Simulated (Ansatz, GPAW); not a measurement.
# Polarising OH/Ti(0001) with a field along the normal

The dipole of the cell at several fields, atoms fixed. What does the strongest field give, and what length does the slope stand for?

How it was computed: GPAW 26.7.0, plane waves (500 eV), PAW setups, PBE, 6×6 mesh, a dipole layer in the vacuum; geometry relaxed without an applied field with Ansatz 0.2.0. The cell's area is 30.15 Å², and e/ε0 = 180.95 V Å.

What came out, but for one run:

```
field (V/Å)  dipole (e Å)
       −0.2       −0.0568
       −0.1        0.1552
      −0.05        0.2592
       0.05        0.4652
        0.1        0.5672
        0.2        0.7700
        0.3             ?
```

To predict: What is the dipole at 0.3 V/Å?

A: A line through the 6 points has the slope α = 2.065 e Å per V/Å and the intercept p₀ = 0.3600 e Å (r.m.s. residual 0.00247). At 0.3 V/Å it gives p = 0.3600 + 2.065 × 0.3 = 0.9796 e Å; the run gives 0.9714 e Å, so the response stays linear to 1.3 % of the induced part. Dividing by ε0 and the area: α/(ε0 A) = 2.065 × 180.95 / 30.15 = 12.40 Å, against 9.20 Å between the outer nuclei.

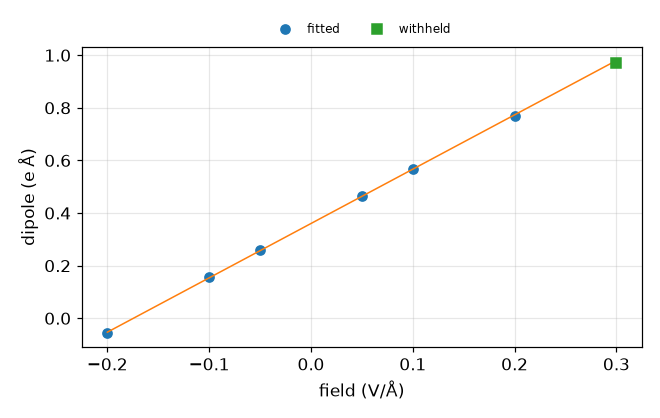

The line and the withheld run.

**Limits.** This is the electronic response alone; ions that move would add to it in polar layers. No run was spin-polarised, so magnetic states weren't tested.

[Logs are printed without paths, hosts, clocks, repeated set-up lines and the standing remarks that a program may print on its own settings, such as how far it seeks lower states.]
